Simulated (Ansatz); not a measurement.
```
CELL_PARAMETERS angstrom
3.67982 0.00000 0.00000
-1.83991 3.18682 0.00000
0.00000 0.00000 22.76476
ATOMIC_POSITIONS crystal
Si 0.00000 0.00000 0.74616
Si 0.00000 0.00000 0.64231
Si 0.00000 0.00000 0.25384
Si 0.00000 0.00000 0.35769
As 0.33333 0.66667 0.03012
As 0.66667 0.33333 0.96988
As 0.33333 0.66667 0.79476
As 0.33333 0.66667 0.59372
As 0.66667 0.33333 0.20524
As 0.66667 0.33333 0.40628
```

Space group P-3m1; a generated structure, not necessarily the stable one.

Level of theory: DFT PBE, scalar-relativistic, plane waves, PAW in Ansatz 0.2.0.

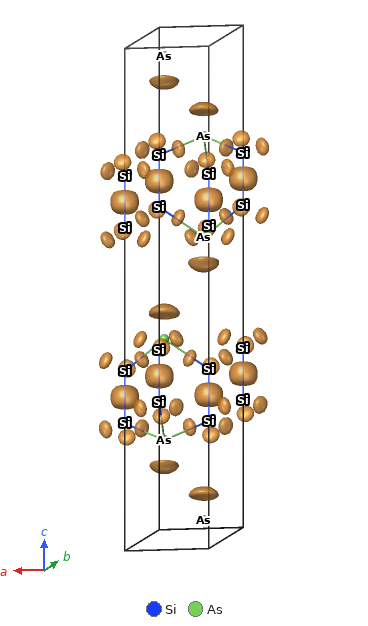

Si2As3. Isosurface of the electron localisation function at 0.85 (orange), seen at an oblique angle. Only the valence region is drawn (cores and ρ < 0.01 e/Å³ removed). Sticks mark near contacts.

In a PAW calculation such maps are meaningful between the atoms, not at the nuclei.

Where are the electrons localised?

Answer. The ELF exceeds this value in twelve regions between bonded As–Si atoms (shared pairs), two regions between bonded Si–Si atoms (shared pairs) and six lobes on As, pointing away from the bonds (lone pairs), counted in one cell of 10 atoms. Regions shared between cells count once. Profiles from the grid: Si–Si (2.36 Å): the ELF peaks at about 0.95 between the atoms; a covalent bond. Si–As (2.40 Å): the ELF peaks at about 0.90 between the atoms (localised, covalent bonding).
